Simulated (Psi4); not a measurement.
# SiH2F2 (SMILES F[SiH2]F): DSD-PBEP86/aug-cc-pVDZ (density fitting for correlation)

What is the vertical ionisation energy of SiH2F2 at DSD-PBEP86/aug-cc-pVDZ (density fitting for correlation)? The job is set up through a Python script.

Program for the calculation: Psi4 1.11.

## (1) Starting point

The species is SiH2F2 (5 atoms), meant as a singlet with charge 0. SMILES: `F[SiH2]F`. The coordinates come from a PBE0-D4/def2-TZVP relaxation.

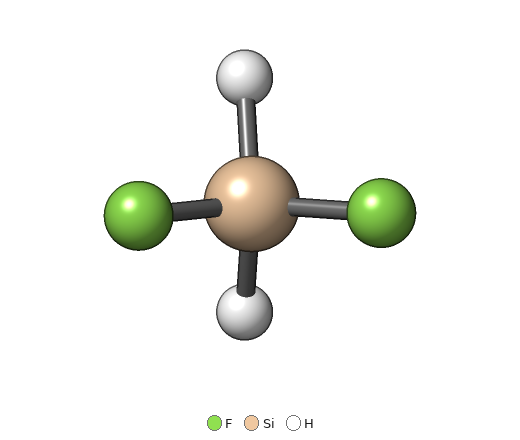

The structure, seen from a chosen angle (fluorine green, silicon light orange, hydrogen white).

## (2) The energy at DSD-PBEP86/aug-cc-pVDZ (density fitting for correlation)

Input file f2h2si.xyz:

```xyz
5
F2H2Si
F     -1.079010     0.538200     0.980720
Si    -0.005220    -0.000540    -0.054090
F      1.247630    -0.520590     0.766910
H     -0.590470    -1.138740    -0.786300
H      0.427070     1.121680    -0.907250
```

Input file calc.py:

```python
import psi4

psi4.set_memory('2200 MB')
psi4.set_num_threads(1)
psi4.set_output_file('psi4.out', False)

with open('f2h2si.xyz') as f:
    atoms = ''.join(f.readlines()[2:])
mol = psi4.geometry('0 1\n' + atoms + 'symmetry c1\nno_reorient\nno_com')

psi4.set_options({
    'basis': 'aug-cc-pVDZ',
    'reference': 'rks',
    'puream': True,
    'e_convergence': 1e-09,
    'd_convergence': 1e-08,
    'scf_type': 'pk',
    'dft_radial_points': 99,
    'dft_spherical_points': 590,
    'num_frozen_docc': 7,
})

E, wfn = psi4.energy('dsd-pbep86', return_wfn=True)
print(f'dsd-pbep86 energy: {E:.10f} Eh')
```

Launch:

```
$ python calc.py
```

psi4.out:

```text
[...]
  Running in c1 symmetry.
[...]
  Nuclear repulsion =  118.741930693433218
[...]
  Multiplicity = 1
[...]
  Nalpha       = 17
  Nbeta        = 17
[...]
    Number of basis functions: 91
[...]
   @RKS iter   1:  -489.59613094614986   -6.24896e-01   4.71890e-03 DIIS/ADIIS
[...]
   @RKS iter   9:  -489.65820527998079   -4.26326e-12   6.65349e-09 DIIS
[...]
    Orbital Energies [Eh]
    ---------------------
    Doubly Occupied:
       1A    -67.956842     2A    -25.757789     3A    -25.757785
       4A     -5.931960     5A     -4.124548     6A     -4.122820
       7A     -4.120808     8A     -1.488632     9A     -1.469679
      10A     -0.741272    11A     -0.654376    12A     -0.633960
      13A     -0.630508    14A     -0.595101    15A     -0.579732
      16A     -0.540862    17A     -0.452641
[...]
  @RKS Final Energy:  -489.65820527998079
   => Energetics <=
    Nuclear Repulsion Energy =            118.7419306934332184
    One-Electron Energy =                -917.0581019377293615
    Two-Electron Energy =                 320.7753782790027799
    DFT Exchange-Correlation Energy =     -12.1174123146874404
    Empirical Dispersion Energy =           0.0000000000000000
    VV10 Nonlocal Energy =                  0.0000000000000000
    Total Energy =                       -489.6582052799807911
[...]
 Multipole Moments:
 ------------------------------------------------------------------------------------
     Multipole            Electronic (a.u.)      Nuclear  (a.u.)        Total (a.u.)
 ------------------------------------------------------------------------------------
 L = 1.  Multiply by 2.5417464519 to convert [e a0] to [Debye]
 Dipole X            :         -2.4860235            2.4209281           -0.0650954
 Dipole Y            :         -0.2597601            0.2529776           -0.0067825
 Dipole Z            :        -25.7660778           25.0915189           -0.6745589
 Magnitude           :                                                    0.6777264
[...]
```

Standard output:

```text
dsd-pbep86 energy: -489.9261401523 Eh
```

Wall time 17 s (1 thread of Intel Xeon Platinum 8259CL at 2.50GHz (Skylake/Cascade Lake), shared host); peak memory 1.1 GiB.

## (3) The doublet cation

Input file calc.py:

```python
import psi4

psi4.set_memory(2200000000)
psi4.set_num_threads(1)
psi4.core.set_output_file('run.log', False)

m = psi4.geometry("""
1 2
F     -2.03903339     1.01705060     1.85329220
Si    -0.00986437    -0.00102045    -0.10221529
F      2.35767900    -0.98377252     1.44924986
H     -1.11582658    -2.15190673    -1.48589165
H      0.80704534     2.11966800    -1.71445403
units au
symmetry c1
no_reorient
no_com
""")

psi4.set_options({
    'basis': 'aug-cc-pVDZ',
    'reference': 'uks',
    'puream': True,
    'e_convergence': 1e-09,
    'd_convergence': 1e-08,
    'scf_type': 'pk',
    'dft_radial_points': 99,
    'dft_spherical_points': 590,
    'num_frozen_docc': 7,
    'maxiter': 100,
})

e = psi4.energy("dsd-pbep86")
print(f'dsd-pbep86 energy: {e:.10f} Eh')
for k, v in sorted(psi4.core.scalar_variables().items()):
    print(f'{k:45s} {v:18.10f}')
```

Launch:

```
$ python calc.py
```

run.log:

```text
[...]
  Running in c1 symmetry.
[...]
  Nuclear repulsion =  118.741930786793503
[...]
  Multiplicity = 2
[...]
  Nalpha       = 17
  Nbeta        = 16
[...]
    Number of basis functions: 91
[...]
   @UKS iter   1:  -489.09614924491564   -1.24914e-01   4.82028e-03 DIIS/ADIIS
[...]
   @UKS iter  13:  -489.18646184394782   -1.27329e-11   6.40894e-09 DIIS
[...]
   @S^2 Observed:                7.819470108E-01
[...]
    Orbital Energies [Eh]
    ---------------------
    Alpha Occupied:
       1A    -68.277650     2A    -26.023582     3A    -26.023578
       4A     -6.250189     5A     -4.445025     6A     -4.440624
       7A     -4.439241     8A     -1.747074     9A     -1.727424
      10A     -1.038797    11A     -0.920520    12A     -0.908743
      13A     -0.905104    14A     -0.855000    15A     -0.842955
      16A     -0.830571    17A     -0.814812
    Alpha Virtual:
      18A     -0.176316    19A     -0.172097    20A     -0.141631
      21A     -0.099363    22A     -0.098448    23A     -0.083453
      24A     -0.054019    25A     -0.045915    26A     -0.021067
[...]
  @UKS Final Energy:  -489.18646184394782
   => Energetics <=
    Nuclear Repulsion Energy =            118.7419307867935032
    One-Electron Energy =                -907.4191757188077645
    Two-Electron Energy =                 311.4962840249459077
    DFT Exchange-Correlation Energy =     -12.0055009368795087
    Empirical Dispersion Energy =           0.0000000000000000
    VV10 Nonlocal Energy =                  0.0000000000000000
    Total Energy =                       -489.1864618439478249
[...]
 Multipole Moments:
 ------------------------------------------------------------------------------------
     Multipole            Electronic (a.u.)      Nuclear  (a.u.)        Total (a.u.)
 ------------------------------------------------------------------------------------
 L = 1.  Multiply by 2.5417464519 to convert [e a0] to [Debye]
 Dipole X            :         -2.5504088            2.4209281           -0.1294807
 Dipole Y            :         -0.2664982            0.2529777           -0.0135205
 Dipole Z            :        -26.4333297           25.0915188           -1.3418109
 Magnitude           :                                                    1.3481115
[...]
```

Standard output:

```text
dsd-pbep86 energy: -489.4518921514 Eh
CURRENT ENERGY                                   -489.4518921514
CURRENT REFERENCE ENERGY                         -489.1864618439
DD SOLVATION ENERGY                                 0.0000000000
DFT FUNCTIONAL TOTAL ENERGY                      -489.1864618439
DFT TOTAL ENERGY                                 -489.4518921514
DFT VV10 ENERGY                                     0.0000000000
DFT XC ENERGY                                     -12.0055009369
DOUBLE-HYBRID CORRECTION ENERGY                    -0.2654303075
DSD-PBEP86 DOUBLE-HYBRID CORRECTION ENERGY         -0.2654303075
DSD-PBEP86 TOTAL ENERGY                          -489.4518921514
GRID ELECTRONS ALPHA                               16.9999978238
GRID ELECTRONS BETA                                15.9999980554
GRID ELECTRONS TOTAL                               32.9999958791
NUCLEAR REPULSION ENERGY                          118.7419307868
ONE-ELECTRON ENERGY                              -907.4191757188
PCM POLARIZATION ENERGY                             0.0000000000
PE ENERGY                                           0.0000000000
SCF ITERATION ENERGY                             -489.1864618439
SCF ITERATIONS                                     13.0000000000
SCF TOTAL ENERGY                                 -489.1864618439
TWO-ELECTRON ENERGY                               311.4962840249
XC GRID RADIAL POINTS                              99.0000000000
XC GRID SPHERICAL POINTS                          590.0000000000
XC GRID TOTAL POINTS                           283776.0000000000
```

Run time: 26 s. Hardware: 1 thread of Intel Xeon Platinum 8259CL at 2.50GHz (Skylake/Cascade Lake), shared host; peak memory 1.1 GiB.

## (4) What came out

Level: DSD-PBEP86/aug-cc-pVDZ (density fitting for correlation), 7 core orbitals frozen.

| quantity | value |
| --- | --- |
| singlet SiH2F2: total energy | -489.92614 Eh |
| singlet SiH2F2: HOMO energy (SCF part's orbitals) | -12.32 eV |
| singlet SiH2F2: LUMO energy (SCF part's orbitals) | 0.87 eV |
| singlet SiH2F2: HOMO–LUMO gap (SCF part's orbitals) | 13.18 eV |
| doublet cation: total energy | -489.45189 Eh |
| doublet cation: HOMO energy (SCF part's orbitals) (highest over α and β) | -21.33 eV |
| doublet cation: LUMO energy (SCF part's orbitals) (lowest over α and β) | -13.34 eV |
| doublet cation: ⟨S²⟩ | 0.782 |
| vertical ionisation energy (to the doublet cation) | 12.905 eV |

What this shows: Removing an electron at fixed nuclei costs 12.90 eV (298 kcal/mol). The negative HOMO energy of the first species, 12.32 eV, lies 0.59 eV below that difference.
